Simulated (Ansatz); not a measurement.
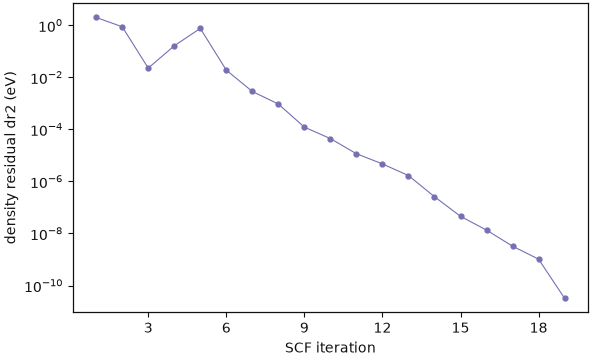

The plot shows the SCF iterations of a calculation: density residual dr2. dr2 is the charge part; the magnetisation has a residual of its own.

LaRe (2 atoms in the cell), run with Ansatz.

```
crystal:
  lattice:
    - [3.5733472286, 0.0, 0.0]
    - [0.0, 3.5733472286, 0.0]
    - [0.0, 0.0, 3.5733472286]
  atoms:
    - { symbol: La, position: [0.0, 0.0, 0.0] }
    - { symbol: Re, position: [0.5, 0.5, 0.5] }
basis:
  ecutwfc: 500
  ecutrho_ratio: 4
kpoints:
  mp_grid: { grid: [10, 10, 10] }
hamiltonian:
  xc: r2scan
scf:
  occupations: { method: gaussian, width: 0.05 }
  max_iter: 75
output:
  forces: true
  stress: true
magnetization:
  spin_polarized: true
  initial_magnetization: 40
```

Command:
```bash
ansatz run input.yaml --threads 2 --pin off --max-ram 2662MiB --backend cpu --events-out ev --progress --plain --runs-dir out
```

Did the calculation converge?

Answer. Converged, in 19 iterations. The residual falls unevenly and jumps up by a factor of two or more twice on the way down.

Is anything amiss with this input?

Answer. The input holds an odd setting (an impossible spin). The SCF closed, but its energy differs from that of a run with usual settings by more than 1 meV per atom.
